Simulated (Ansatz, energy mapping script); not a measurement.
**ScNiO2 in the infinite layer structure: J from the energies of magnetic orders**

How strongly do the moments of ScNiO2 in the infinite layer structure couple under PBEsol? The plan is to run several orders and fit a Heisenberg model.

Calculated with Ansatz 0.2.0; PBEsol; plane waves, collinear spin, no spin–orbit coupling.

### Step 1. Starting point

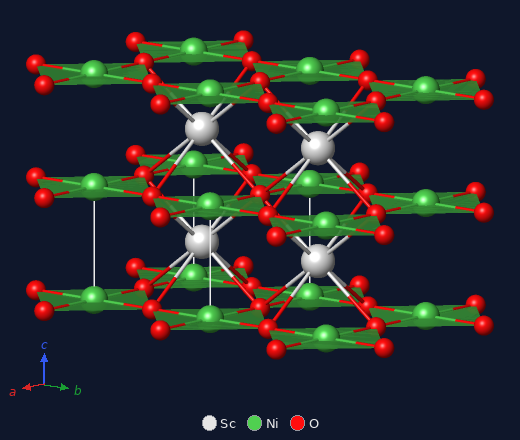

The starting structure, seen from a free direction (scandium white, nickel green, oxygen red). 1×2×2 cells are drawn. Some periodic images of atoms are drawn too.

This cell was built for the study (infinite layer prototype, lattice guessed from radii), not taken from an experiment; the compound need not form in this structure.

The cell was relaxed beforehand in Ansatz under PBE with U = 6 eV on Ni d, ortho-atomic projectors, from parallel moments.

A plain semilocal functional is the cheapest rung. It tends to spread open shells too far.

### Step 2. Order 1: parallel, cell A of 8 atoms

The parallel order is the zero of energy for this cell and mesh.

File input.yaml:

```yaml
crystal:
  lattice:
    - [3.830613561, 0.0, 0.0]
    - [0.0, 3.830613561, 0.0]
    - [0.0, 0.0, 5.764666698]
  atoms:
    - { symbol: Sc, position: [0.5, 0.5, 0.25] }
    - { symbol: Sc, position: [0.5, 0.5, 0.75] }
    - { symbol: Ni, position: [0.0, 0.0, 0.0], spin: 2.0 }
    - { symbol: Ni, position: [0.0, 0.0, 0.5], spin: 2.0 }
    - { symbol: O, position: [0.5, 0.0, 0.0] }
    - { symbol: O, position: [0.5, 0.0, 0.5] }
    - { symbol: O, position: [0.0, 0.5, 0.0] }
    - { symbol: O, position: [0.0, 0.5, 0.5] }
magnetization:
  spin_polarized: true
kpoints:
  mp_grid: { grid: [10, 10, 6] }
hamiltonian:
  xc: pbesol
scf:
  occupations: { method: fermi_dirac, width: 0.05 }
output:
  eigenvalues: true
```

On the command line:

```console
$ ansatz run input.yaml --threads 4 --pin off --max-ram 8192MiB --backend cpu --events-out ev --progress --plain --runs-dir out
```

Numbers of over 12 decimals in the logs are rounded to 6 here.

The program printed:

```text
Engine: ansatz 0.2.0, aarch64-unknown-linux-gnu
Pseudopotentials: kind: paw
Pseudopotential: Sc, paw, valence charge 11, recommended cutoff 420 eV (normal), Sc.paw.azcp
Pseudopotential: Ni, paw, valence charge 18, recommended cutoff 420 eV (normal), Ni.paw.azcp
Pseudopotential: O, paw, valence charge 6, recommended cutoff 420 eV (normal), O.paw.azcp
Functional definition: PBEsol
  exchange = pbesol_x
  correlation = pbesol_c
Crystal: 8 atoms, lattice volume = 84.588 Å³
Basis set: ecut = 420 eV, 1651 PW (Γ)
Bands: 52, of which v1, the nominal top of the filled ones, is band 41 counted from 1 (40 counted from 0)
Symmetry: 32 space group operations
Space group: P4/mmm (ITA 123), of the structure as read, at distance tolerance 4.4e-5 Å
Magnetic group: BNS 123.339 (UNI 999), of the structure as read, at distance tolerance 4.4e-5 Å
k-points: 84 of 600
Non-local potential: Sc, projectors of the file, l = 0: 3, l = 1: 2, l = 2: 3, l = 3: 1
Non-local potential: Ni, projectors of the file, l = 0: 3, l = 1: 2, l = 2: 3, l = 3: 1
Non-local potential: O, projectors of the file, l = 0: 2, l = 1: 2, l = 2: 1
PAW form: soft (Blöchl's): semilocal exchange-correlation on the pseudo side does not see the compensation charge
PAW frozen core: Sc, regenerated for the run's functional, and the local potential with it (the file was generated under x = pbe(κ = 0.804, μ = 0.219515), c = pbe(β = 0.066725))
PAW frozen core: Ni, regenerated for the run's functional, and the local potential with it (the file was generated under x = pbe(κ = 0.804, μ = 0.219515), c = pbe(β = 0.066725))
PAW frozen core: O, regenerated for the run's functional, and the local potential with it (the file was generated under x = pbe(κ = 0.804, μ = 0.219515), c = pbe(β = 0.066725))
PAW one-centre angular grid: Sc, 590 points (default); XC on 64 Gauss nodes
PAW one-centre angular grid: Ni, 590 points (default); XC on 64 Gauss nodes
PAW one-centre angular grid: O, 110 points (default); XC on 64 Gauss nodes
Initial density: superposition of atomic densities (chi_scale 0.1, normalization cell, long waves kept (reshape's long-wave potential 0.00 eV rms))
Starting moments: Σ|m| = 4 μB on 2 of 8 sites
Initial wavefunctions: pseudopotential atomic-orbital guess
Functional: x = pbesol(κ = 0.804, μ = 0.123457), c = pbesol(β = 0.046)
SCF iter   1: F=—  HF=-18078.494628 eV  |F-HF|=—  |Δ(HF+E_count)|=         —  Δρ=1.81e-1 (↑7.13e-2 ↓1.81e-1)  dr2=1.62e1  dr2_m=9.28e0  M=0.802 μB ∫|m|=0.968 μB  β_m=0.30  ethr=3.10e-3  ⟨swp⟩=5.8  Hψ=27241  notcnv=0
Mixer restart at iter 1: flushing history
preconditioner: auto → Kerker (q_TF=auto, 2.714 Å⁻¹)  [metal: Δε(μ)=0.003 eV  Ē_g=12.471 eV  σ=0.050 eV  W_gap=0.01  n_scr=28 (ndim 8)  ℏωp=31.8 eV  f_vac=0.000  D(μ)=3.67/eV (n_scr^D=36)]
spin=Collinear: Kerker preconditioning applied to the charge; magnetization (m = ρ↑ − ρ↓) channel mixes plain (no charge-response kernel on spin).
SCF iter   2: F=—  HF=-18080.056263 eV  |F-HF|=—  |Δ(HF+E_count)|=    1.56e0  Δρ=9.67e-2 (↑6.52e-2 ↓9.67e-2)  dr2=2.03e0  dr2_m=4.48e0  M=0.825 μB ∫|m|=1.017 μB  β_m=0.46  ethr=3.10e-3  ⟨swp⟩=2.8  Hψ=18465  notcnv=0  defer=475
SCF iter   3: F=—  HF=-18081.350227 eV  |F-HF|=—  |Δ(HF+E_count)|=    1.29e0  Δρ=7.75e-2 (↑1.46e-2 ↓7.75e-2)  dr2=4.09e0  dr2_m=1.45e0  M=0.451 μB ∫|m|=0.586 μB  β_m=0.52  ethr=2.48e-3  ⟨swp⟩=2.3  Hψ=12488  notcnv=0  defer=511
SCF iter   4: F=—  HF=-18081.823333 eV  |F-HF|=—  |Δ(HF+E_count)|=   4.73e-1  Δρ=2.00e-2 (↑2.00e-2 ↓9.66e-3)  dr2=2.52e-1  dr2_m=7.72e-2  M=0.415 μB ∫|m|=0.523 μB  β_m=0.53  ethr=2.48e-3  ⟨swp⟩=3.5  Hψ=16649  notcnv=0  defer=518
SCF iter   5: F=—  HF=-18081.687052 eV  |F-HF|=—  |Δ(HF+E_count)|=   1.36e-1  Δρ=6.14e-3 (↑6.14e-3 ↓5.73e-3)  dr2=8.46e-2  dr2_m=6.73e-3  M=0.330 μB ∫|m|=0.408 μB  β_m=0.77  ethr=3.08e-4  ⟨swp⟩=2.4  Hψ=15569  notcnv=0  defer=474
SCF iter   6: F=—  HF=-18081.721043 eV  |F-HF|=—  |Δ(HF+E_count)|=   3.40e-2  Δρ=7.88e-3 (↑7.88e-3 ↓5.33e-3)  dr2=1.01e-1  dr2_m=1.54e-3  M=0.299 μB ∫|m|=0.359 μB  β_m=0.88  ethr=1.03e-4  ⟨swp⟩=2.1  Hψ=12165  notcnv=0  defer=474
SCF iter   7: F=—  HF=-18081.724909 eV  |F-HF|=—  |Δ(HF+E_count)|=   3.87e-3  Δρ=1.87e-3 (↑1.87e-3 ↓1.61e-3)  dr2=9.31e-3  dr2_m=5.54e-5  M=0.244 μB ∫|m|=0.289 μB  β_m=0.88  ethr=1.03e-4  ⟨swp⟩=2.0  Hψ=11668  notcnv=0  defer=474
SCF iter   8: F=—  HF=-18081.724238 eV  |F-HF|=—  |Δ(HF+E_count)|=   6.71e-4  Δρ=6.73e-4 (↑2.10e-4 ↓6.73e-4)  dr2=1.93e-4  dr2_m=1.24e-4  M=0.229 μB ∫|m|=0.270 μB  β_m=0.94  ethr=1.14e-5  ⟨swp⟩=2.0  Hψ=11725  notcnv=0  defer=466
SCF iter   9: F=—  HF=-18081.724242 eV  |F-HF|=—  |Δ(HF+E_count)|=   4.00e-6  Δρ=5.27e-4 (↑5.27e-4 ↓2.25e-4)  dr2=1.06e-4  dr2_m=1.05e-4  M=0.220 μB ∫|m|=0.257 μB  β_m=0.97  ethr=2.35e-7  ⟨swp⟩=2.0  Hψ=12214  notcnv=0  defer=464
[...]
SCF 1 converged in 17 iterations: F = -18081.724269 eV  dr2 = 5.28e-11
  greatest PAW one-centre occupation: 1.001 electrons in one spin orbital (limit 2), on the Ni atom at site 3 (counted from 0), in its partial waves of l = 1
Symmetry: 16 space group operations
Initial density: read from a saved state, or passed on in memory by an earlier SCF of this step, an earlier step, the calling program or the single point that the run made first
[...]
spin=Collinear: Kerker preconditioning applied to the charge; magnetization (m = ρ↑ − ρ↓) channel mixes plain (no charge-response kernel on spin).
[...]
SCF 2 converged in 8 iterations: F = -18081.725615 eV  dr2 = 1.62e-9
  greatest PAW one-centre occupation: 1.002 electrons in one spin orbital (limit 2), on the Ni atom at site 2 (counted from 0), in its partial waves of l = 1
[...]
preconditioner: auto → Kerker (q_TF=auto, 2.714 Å⁻¹)  [metal: Δε(μ)=0.047 eV  Ē_g=12.899 eV  σ=0.050 eV  W_gap=0.22  n_scr=28 (ndim 8)  ℏωp=31.8 eV  f_vac=0.000  D(μ)=3.11/eV (n_scr^D=28)]
spin=Collinear: Kerker preconditioning applied to the charge; magnetization (m = ρ↑ − ρ↓) channel mixes plain (no charge-response kernel on spin).
[...]
SCF 3 converged in 2 iterations: F = -18081.725615 eV  dr2 = 3.33e-9
  greatest PAW one-centre occupation: 1.002 electrons in one spin orbital (limit 2), on the Ni atom at site 3 (counted from 0), in its partial waves of l = 1
Starting moments: Σ|m| = 6 μB on 4 of 8 sites
[...]
preconditioner: auto → Kerker (q_TF=auto, 2.714 Å⁻¹)  [metal: Δε(μ)=0.005 eV  Ē_g=13.375 eV  σ=0.050 eV  W_gap=0.03  n_scr=28 (ndim 8)  ℏωp=31.8 eV  f_vac=0.000  D(μ)=1.74/eV (n_scr^D=6)]
spin=Collinear: Kerker preconditioning applied to the charge; magnetization (m = ρ↑ − ρ↓) channel mixes plain (no charge-response kernel on spin).
[...]
spin-set hold released at iteration 6 (site moments contracting): the magnetisation degrees of freedom join the quasi-Newton model from the next iteration; the mixer history was flushed
[...]
SCF iter  18: F=—  HF=-18081.724269 eV  |F-HF|=—  |Δ(HF+E_count)|=   1.68e-7  Δρ=9.42e-6 (↑9.42e-6 ↓7.05e-6)  dr2=2.21e-7  dr2_m=9.77e-9  M=0.165 μB ∫|m|=0.190 μB  β_m=0.99  ethr=5.43e-10  ⟨swp⟩=2.0  Hψ=13555  notcnv=0  defer=470
iter 19 did not close the SCF: its close was put off for a magnetic moment that had not settled (scf_convergence_deferred on its scf_iter line)
SCF iter  19: F=-18081.724269 eV  HF=-18081.724269 eV  |F-HF|=9.23e-8  |Δ(HF+E_count)|=   4.01e-8  Δρ=7.50e-6 (↑7.50e-6 ↓4.96e-6)  dr2=9.22e-8  dr2_m=2.93e-9  M=0.166 μB ∫|m|=0.191 μB  β_m=0.79  ethr=1.22e-10  ⟨swp⟩=3.0  Hψ=20671  notcnv=0
iter 20 did not close the SCF: its close was put off for a magnetic moment that had not settled (scf_convergence_deferred on its scf_iter line)
SCF iter  20: F=-18081.724269 eV  HF=-18081.724269 eV  |F-HF|=3.17e-10  |Δ(HF+E_count)|=   1.81e-9  Δρ=1.81e-6 (↑1.21e-6 ↓1.81e-6)  dr2=6.92e-10  dr2_m=1.64e-9  M=0.167 μB ∫|m|=0.192 μB  β_m=0.90  ethr=1.12e-10  ⟨swp⟩=2.0  Hψ=21124  notcnv=0
iter 21 did not close the SCF: its close was put off for a magnetic moment that had not settled (scf_convergence_deferred on its scf_iter line)
SCF iter  21: F=-18081.724269 eV  HF=-18081.724269 eV  |F-HF|=4.98e-10  |Δ(HF+E_count)|=   8.48e-9  Δρ=1.12e-6 (↑1.12e-6 ↓1.10e-6)  dr2=2.65e-10  dr2_m=8.88e-10  M=0.167 μB ∫|m|=0.192 μB  β_m=0.95  ethr=1.00e-12  ⟨swp⟩=1.1  Hψ=30205  notcnv=0
iter 22 did not close the SCF: its close was put off for a magnetic moment that had not settled (scf_convergence_deferred on its scf_iter line)
SCF iter  22: F=-18081.724269 eV  HF=-18081.724269 eV  |F-HF|=5.89e-10  |Δ(HF+E_count)|=   3.66e-9  Δρ=9.69e-7 (↑6.93e-7 ↓9.69e-7)  dr2=9.27e-10  dr2_m=3.39e-10  M=0.168 μB ∫|m|=0.193 μB  β_m=0.97  ethr=1.00e-12  ⟨swp⟩=1.8  Hψ=25115  notcnv=0
SCF iter  23: F=-18081.724269 eV  HF=-18081.724269 eV  |F-HF|=8.08e-10  |Δ(HF+E_count)|=   1.38e-9  Δρ=5.53e-7 (↑5.34e-7 ↓5.53e-7)  dr2=7.91e-10  dr2_m=4.64e-12  M=0.168 μB ∫|m|=0.193 μB  ethr=1.00e-12  ⟨swp⟩=1.4  Hψ=24842  notcnv=0
SCF 4 converged in 23 iterations: F = -18081.724269 eV  dr2 = 7.91e-10
WARN: the starting moments were not kept: 1 of 2 ended reversed and 1 kept their direction, counting a site from 0.1 of the cell's largest site moment. The largest reversed, site 2 (counted from 0, in the order of the report's site_moments_mub), started with +2.0 μB and closes at -1.8e-1 μB in its sphere. The net magnetisation is 1.6e-6 μB in size, at most 0.1 of the 4 μB that the starting moments add up to as vector [...]
SCF converged after 2 iterations
Stability not told: the lowest value that the SCF's own minimisation read on its close, 1.4e-1 (residual 2.5e-3), is positive but too near zero to vouch for directions that it does not look along: no lower mode is shown, and none is ruled out
Magnetization: -0.0000 μB (41.0000 up, 41.0000 down)
Absolute magnetization: 0.4513 μB (∫|ρ↑−ρ↓|, with the PAW one-centre terms)
Spin contamination: 0.1416 ħ² per cell (⟨S²⟩ above its minimum at these occupations)
Per-site moments (μB) at R_I (Å): [(4.539879060413407e-8, 0.988741), (4.539879059913649e-8, 0.988741), (-0.184402, 0.790064), (0.184401, 0.790064), (-0.012499, 0.790064), (0.012499, 0.790064), (-0.012499, 0.790064), (0.012499, 0.790064)]
Free energy (F): -18081.725615 eV
Harris-Foulkes:  -18081.725615 eV  (|F-HF|=3.30e-9)
Internal energy: -18081.699579 eV  (E = F + TS)
E sigma→0 (E₀):  -18081.712597 eV
Entropy (-TS):   -0.026036 eV (-3.255 meV/atom)
Fermi energy:    13.757518 eV
--- Per-component energies (eV) ---
  E_band       = -911.615033
  E_kinetic    = 1782.610880
  E_local      = -10905.700552  (includes V_loc(G=0)·N_el)
  E_nonlocal   = 1642.020298
  E_hartree    = 4425.073839
  E_xc         = -666.917871
  E_vxc        = -849.789216  (∫ρ·V_xc dr)
  E_paw        = -5668.059990  (= ΣΔE_a)
  E_vpaw       = -1430.911722  (= ΣTr[D̂ρ^β])
  E_aug_tail   = 0.010448  (compensation charges beyond the density's cutoff)
  E_ewald      = -8691.530409
  E_core_change = 0.793779  (= ΣΔE_core)
  E_smearing   = -0.026036  (= −TS)
  E_closure    = 0.000000  (closes the sum)
  Σ components = -18081.725615   (vs F -18081.725615, Δ=0.00e0)
--- Band table (eV; the first three rows and the last of 168) ---
  k-point 0 ↑: bands = [... 37 lower, 12.3703, 12.3703, 12.3830, 12.8446, 12.8862, 13.1440, 15.5472, 15.5651, ... 7 higher]
  k-point 1 ↑: bands = [... 37 lower, 12.3279, 12.3279, 12.3891, 12.8485, 13.0206, 13.1026, 15.5486, 15.5648, ... 7 higher]
  k-point 2 ↑: bands = [... 37 lower, 12.2123, 12.2123, 12.3970, 12.7238, 12.8540, 13.6851, 15.5516, 15.5638, ... 7 higher]
  k-point 83 ↓: bands = [... 37 lower, 13.0963, 13.2211, 13.2211, 15.3808, 15.4227, 15.4882, 15.4932, 15.8817, ... 7 higher]
```

Wall time 2.3 min (4 threads of Arm Neoverse V2, shared host); peak memory 2.2 GiB.

Spin moment in the sphere by atom:

```csv
atom,spin moment in the sphere (μB)
Sc1,0.000
Sc2,0.000
Ni3,-0.184
Ni4,0.184
O5,-0.012
O6,0.012
O7,-0.012
O8,0.012
```

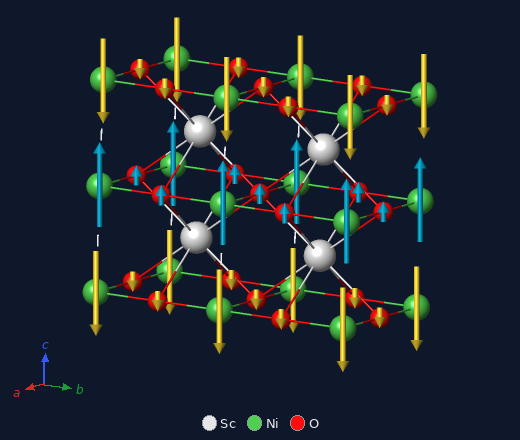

Spin moment in the sphere as arrows, the longest 0.184 μB. Up and down stand for the sign. Arrows give size and sign along the axis of quantisation, drawn up and down the page. Each arrow also spans its atom, so small moments look longer than they are. The two directions have two colours. 1×2×1 cells are drawn. Some periodic images of atoms are drawn too.

The run ends antiferromagnetic, not as typed: a moment turned or collapsed in the SCF or in the program's search for a lower state.

### Step 3. Run 2 (parallel; cell B, 8 atoms)

The parallel order again, as the reference for this cell.

This run holds the same structure in another cell (a 3.831 → 2.882 Å, c 5.765 → 7.661 Å).

input.yaml, the sections that differ from step 2:

```yaml
crystal:
  lattice:
    - [0.0, 0.0, 2.882333349]
    - [3.830613561, 0.0, 0.0]
    - [0.0, 7.661227122, 0.0]
  atoms:
    - { symbol: Sc, position: [0.5, 0.5, 0.25] }
    - { symbol: Sc, position: [0.5, 0.5, 0.75] }
    - { symbol: Ni, position: [0.0, 0.0, 0.0], spin: 2.0 }
    - { symbol: Ni, position: [0.0, 0.0, 0.5], spin: 2.0 }
    - { symbol: O, position: [0.0, 0.5, 0.0] }
    - { symbol: O, position: [0.0, 0.5, 0.5] }
    - { symbol: O, position: [0.0, 0.0, 0.25] }
    - { symbol: O, position: [0.0, 0.0, 0.75] }
kpoints:
  mp_grid: { grid: [12, 10, 5] }
# magnetization, hamiltonian, scf, output: as in step 2
```

The program printed:

```text
[...]
Crystal: 8 atoms, lattice volume = 84.588 Å³
Basis set: ecut = 420 eV, 1629 PW (Γ)
Bands: 52, of which v1, the nominal top of the filled ones, is band 41 counted from 1 (40 counted from 0)
Symmetry: 16 space group operations
[...]
k-points: 126 of 600
[...]
Starting moments: Σ|m| = 4 μB on 2 of 8 sites
[...]
SCF iter   1: F=—  HF=-18078.473869 eV  |F-HF|=—  |Δ(HF+E_count)|=         —  Δρ=1.82e-1 (↑7.13e-2 ↓1.82e-1)  dr2=1.63e1  dr2_m=9.30e0  M=0.803 μB ∫|m|=0.965 μB  β_m=0.30  ethr=3.10e-3  ⟨swp⟩=5.8  Hψ=40733  notcnv=0  defer=5
[...]
SCF iter  18: F=-18081.724269 eV  HF=-18081.724269 eV  |F-HF|=8.00e-11  |Δ(HF+E_count)|=  2.69e-10  Δρ=3.61e-7 (↑3.61e-7 ↓3.54e-7)  dr2=1.76e-10  dr2_m=5.36e-11  M=0.168 μB ∫|m|=0.193 μB  ethr=1.00e-12  ⟨swp⟩=6.8  Hψ=46601  notcnv=0
SCF 1 converged in 18 iterations: F = -18081.724269 eV  dr2 = 1.76e-10
[...]
Starting moments: Σ|m| = 6 μB on 4 of 8 sites
[...]
SCF 2 converged in 23 iterations: F = -18081.724269 eV  dr2 = 2.23e-10
SCF converged after 18 iterations
Magnetization: 0.1681 μB (41.0840 up, 40.9160 down)
Absolute magnetization: 0.1931 μB (∫|ρ↑−ρ↓|, with the PAW one-centre terms)
[...]
Per-site moments (μB) at R_I (Å): [(-0.00334506, 0.988741), (-0.00334506, 0.988741), (0.075857, 0.790064), (0.075857, 0.790064), (0.00458614, 0.790064), (0.00458614, 0.790064), (0.00458614, 0.790064), (0.00458614, 0.790064)]
Free energy (F): -18081.724269 eV
[...]
Internal energy: -18081.695611 eV  (E = F + TS)
E sigma→0 (E₀):  -18081.709940 eV
Entropy (-TS):   -0.028658 eV (-3.582 meV/atom)
Fermi energy:    13.769994 eV
[...]
--- Band table (eV; the first three rows and the last of 252) ---
  k-point 0 ↑: bands = [... 37 lower, 12.3880, 12.4801, 12.7716, 12.8925, 13.3600, 13.3904, 13.6225, 15.5589, ... 7 higher]
  k-point 1 ↑: bands = [... 37 lower, 12.4718, 12.6645, 12.6707, 12.9904, 13.3087, 13.3209, 13.5670, 15.5643, ... 7 higher]
  k-point 2 ↑: bands = [... 37 lower, 12.3863, 12.7727, 12.9715, 13.0837, 13.1992, 13.1994, 13.4106, 15.5677, ... 7 higher]
  k-point 125 ↓: bands = [... 37 lower, 12.9752, 13.4780, 13.6258, 14.0137, 14.6397, 14.8055, 15.1508, 15.5453, ... 7 higher]
```

Wall time 63 s (4 threads); peak memory 1 GiB.

Spin moment in the sphere by atom:

| atom | spin moment in the sphere (μB) |
| --- | --- |
| Sc1 | -0.0033 |
| Sc2 | -0.0033 |
| Ni3 | 0.0759 |
| Ni4 | 0.0759 |
| O5 | 0.0046 |
| O6 | 0.0046 |
| O7 | 0.0046 |
| O8 | 0.0046 |

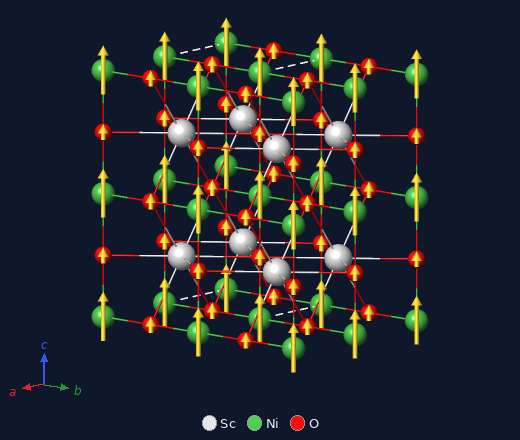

Spin moment in the sphere as arrows, the longest 0.0759 μB. Up and down stand for the sign. Arrows give size and sign along the axis of quantisation, drawn up and down the page. Each arrow also spans its atom, so small moments look longer than they are. 2×2×1 cells are drawn. Some periodic images of atoms are drawn too.

The run ends weakly magnetic, not as typed: a moment turned or collapsed in the SCF or in the program's search for a lower state.

(Part 1 of 2 ends here.)

[Logs and program files are shortened in this print: banners, set-up blocks, solver, clock and traceback lines can be left out without a mark of their own.]

[Logs are printed without paths, hosts, clocks, repeated set-up lines and the standing remarks that a program may print on its own settings, such as how far it seeks lower states.]

[Hosts, paths, dates, database ids (printed as entryN), source tags and the programs' standing remarks are cut or masked in the printed files.]

[Where a cell is said to come from a database of computed structures, the database is the Materials Project.]
